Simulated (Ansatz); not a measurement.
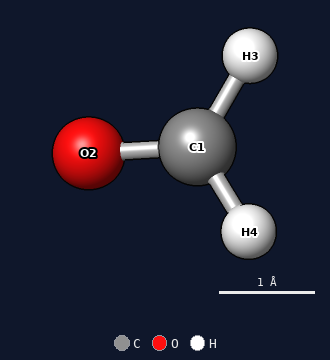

Figure 1. The input geometry of the first run (ball-and-stick view, seen at an oblique angle; atoms are numbered from 1 in the order of the input).

## What a change does: single-point calculation on CH₂O

System: CH₂O.
Method of the first run: RKS PBE-D4/def2-TZVPPD (Ansatz 0.2.0).

The input adds 4 ghost centres (basis functions without nuclei or electrons, not drawn) at the places of a partner molecule, so the energy is that in the basis of the pair. The geometry comes from this level: PBE0-D4/def2-TZVP. Text and figures count atoms from 1; the logs count them from 0 in places.

**Input file, the first run**
```yaml
crystal:
  periodic: [false, false, false]
  atoms:
    - {symbol: C, position_ang: [0.099726, 0.084341, 1.674994]}
    - {symbol: O, position_ang: [-1.034028, -0.145476, 1.355897]}
    - {symbol: H, position_ang: [0.388893, 0.175593, 2.740952]}
    - {symbol: H, position_ang: [0.894295, 0.212749, 0.917408]}
basis:
  gaussian:
    orbitals: "def2-TZVPPD.json"
    ghost_atoms:
      - {symbol: N, position_ang: [0.149921, -0.028562, -1.532080]}
      - {symbol: H, position_ang: [0.224358, -0.872030, -2.086995]}
      - {symbol: H, position_ang: [-0.637714, -0.150223, -0.902666]}
      - {symbol: H, position_ang: [-0.085553, 0.723608, -2.167409]}
hamiltonian: {xc: pbe, dispersion: d4}
```

Command:
```bash
ansatz run in.yaml --threads 2 --pin off --events-out ev --progress --plain --max-ram 5222MiB
```

Hardware: 2 threads of Arm Neoverse V1, 23 GiB of memory available, shared host.

**Output (the first run)**
```
Functional definition: PBE
  parameter kappa = 0.804
  parameter beta = 0.06672455060314922
  exchange = pbe_x(kappa = kappa, mu = beta*pi^2/3)
  correlation = pbe_c(beta = beta)
809 factors; their error is unknown
mean field evaluation 1: about -3109.5300 eV, gradient 4.6e1 eV
mean field evaluation 2: about -3094.6362 eV, gradient 9.8e1 eV
mean field evaluation 4: about -3113.5167 eV, gradient 4.7e0 eV
mean field evaluation 8: about -3113.5633 eV, gradient 1.1e-2 eV
mean field evaluation 16: about -3113.5495 eV, gradient 3.7e-5 eV
mean field -3113.54952556 eV, -114.4208346246 hartree, gradient 3.7e-5 eV, S^2 0.000000; 0 other end points of the search recorded, 0 dependent functions left out
reference -3113.54956637 eV, -114.4208361246 hartree; 8, 8 occupied and 191, 191 virtual orbitals, 809 factors
Total energy: -3113.57383976 eV, -114.4217281551 hartree
```

The input of the second run differs as follows (lines with − go, lines with + come):
```diff
-    - {symbol: C, position_ang: [0.099726, 0.084341, 1.674994]}
-    - {symbol: O, position_ang: [-1.034028, -0.145476, 1.355897]}
-    - {symbol: H, position_ang: [0.388893, 0.175593, 2.740952]}
-    - {symbol: H, position_ang: [0.894295, 0.212749, 0.917408]}
+    - {symbol: C, position_ang: [0.183222, 0.162637, 3.275633]}
+    - {symbol: O, position_ang: [-0.950532, -0.067179, 2.956536]}
+    - {symbol: H, position_ang: [0.472389, 0.253890, 4.341591]}
+    - {symbol: H, position_ang: [0.977791, 0.291046, 2.518047]}
```

How does the second run compare with the first run?

With the same method and basis, the second run lies 0.02 kcal/mol higher.

**Output (the second run)**
```
Functional definition: PBE
  parameter kappa = 0.804
  parameter beta = 0.06672455060314922
  exchange = pbe_x(kappa = kappa, mu = beta*pi^2/3)
  correlation = pbe_c(beta = beta)
809 factors; their error is unknown
mean field evaluation 1: about -3109.5299 eV, gradient 4.6e1 eV
mean field evaluation 2: about -3094.6715 eV, gradient 9.8e1 eV
mean field evaluation 4: about -3113.5163 eV, gradient 4.7e0 eV
mean field evaluation 8: about -3113.5628 eV, gradient 1.3e-2 eV
mean field evaluation 16: about -3113.5488 eV, gradient 2.6e-5 eV
mean field -3113.54883793 eV, -114.4208093546 hartree, gradient 2.6e-5 eV, S^2 0.000000; 0 other end points of the search recorded, 0 dependent functions left out
reference -3113.54887829 eV, -114.4208108378 hartree; 8, 8 occupied and 191, 191 virtual orbitals, 809 factors
Total energy: -3113.57315167 eV, -114.4217028684 hartree
```

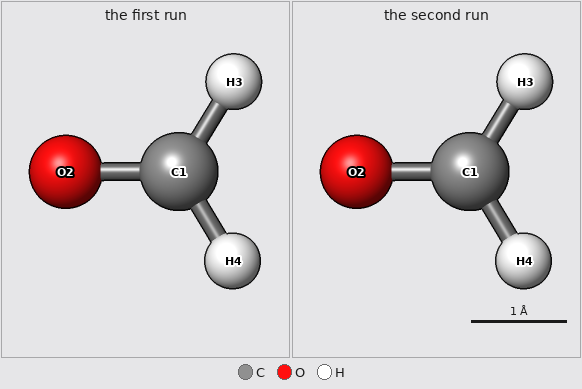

Figure 2. The two input geometries at one scale (ball-and-stick view, seen on its broad side). No atom moves by more than 0.005 Å after the best rigid fit.

**The two runs side by side**

| quantity | the first run | the second run |
| --- | --- | --- |
| outcome | converged | converged |
| total energy (hartree) | −114.421728 | −114.421703 |
| basis functions | 199 | 199 |
| wall time (shared host) | 1.4 s | 1.4 s |
